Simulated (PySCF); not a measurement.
# C3H9BrSi, SMILES `C[Si](C)(C)Br`: electronic structure

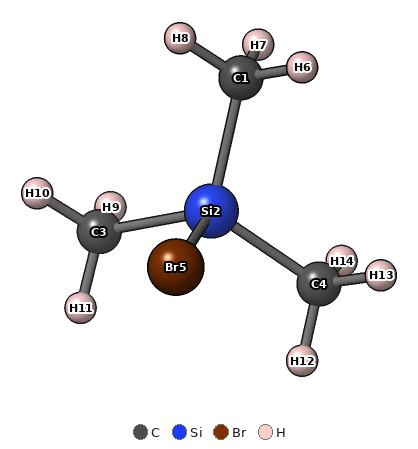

The molecule, with its atoms numbered as below. No frequency check shows the geometry to be a minimum.

Geometry (Å), atoms numbered from 1:

```
C1      -1.3704   -0.3241   -1.7920
Si2     -0.8375   -0.0001    0.0000
C3      -1.3704    1.7140    0.6153
C4      -1.3705   -1.3899    1.1767
Br5      1.4204    0.0000   -0.0000
H6      -0.9939   -1.2790   -2.1488
H7      -2.4523   -0.3284   -1.8855
H8      -0.9942    0.4454   -2.4605
H9      -2.4523    1.7971    0.6583
H10     -0.9939    2.5004   -0.0333
H11     -0.9935    1.9085    1.6161
H12     -0.9940   -1.2214    2.1820
H13     -0.9935   -2.3538    0.8448
H14     -2.4524   -1.4686    1.2271
```

### 1. Bonding charge

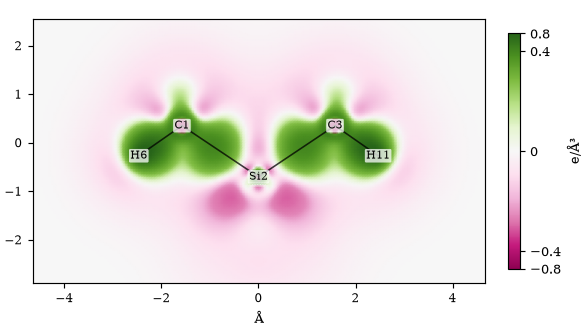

Deformation density (molecule less spherical, spin-averaged free atoms) in the plane of C1, Si2, C3, H6 and H11; colour scale in e/Å³, logarithmic beyond ±0.1; green: gain, pink: loss.

Method: ωB97X/def2-TZVP; geometry: GFN2-xTB; program: PySCF.

> How much density has each bond in this plane gained at its critical point, relative to the free atoms?

C1–H6 and C3–H11: +0.70 e/Å³ at the bond critical point (bond length 1.09 Å, Mayer order 1.0). C1–Si2 and Si2–C3: +0.21 e/Å³ at the bond critical point (bond length 1.90 Å, Mayer order 1.0). In all, 3.3 electrons gather in the regions of gain relative to the promolecule.

### 2. Electrostatic potential

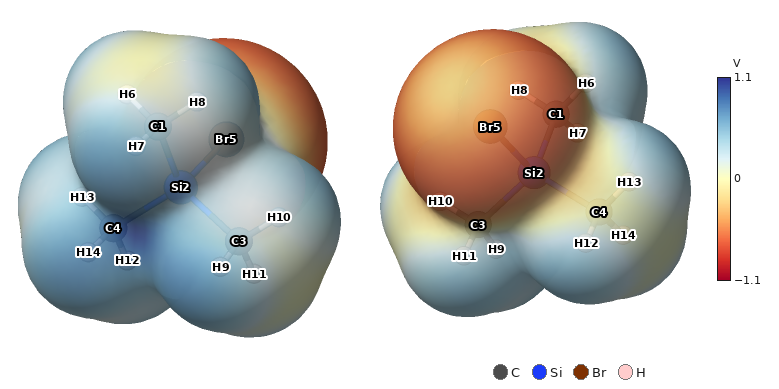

Electrostatic potential on the surface of electron density 0.001 a.u. (back view left, front view right).

> Where are the extremes of the potential on the surface?

Highest: 1.04 V, near H7 (1.94 Å), H9 (1.96 Å), H14 (2.06 Å) and Si2 (2.14 Å). Further maxima include 0.73 V, 1.4 Å from H7; 0.56 V, 1.4 Å from H8, and at like points elsewhere. Lowest: −0.66 V, 2.3 Å from Br5, and at like points elsewhere. Further minima include 0.00 V, near H6 (1.77 Å), H8 (1.84 Å) and C1 (1.97 Å). The surface is sampled at points, so like sites can differ by a few per cent and only the strongest of them is named.

### 3. In an electric field

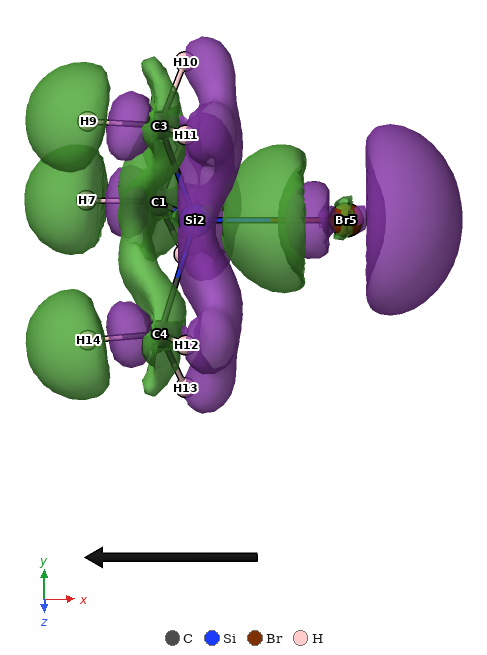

Change of the electron density in a uniform field of 0.21 V/Å along −x (arrow), surfaces at ±0.0015 e/Å³ (purple: gain, green: loss).

Computed with PySCF, ωB97X/def2-TZVP, geometry: GFN2-xTB. A basis without diffuse functions makes polarisabilities too small.

The field was applied in both directions; the picture shows the one opposite to the script's first.

> How large is the response?

The induced dipole is 0.89 D (along the field); α along this axis, from the fields in both directions, is 88 bohr³ (13.0 Å³).

The PySCF runs shown took 57 s and 2.3 min on 1 thread of Arm Neoverse V2, on a shared host.
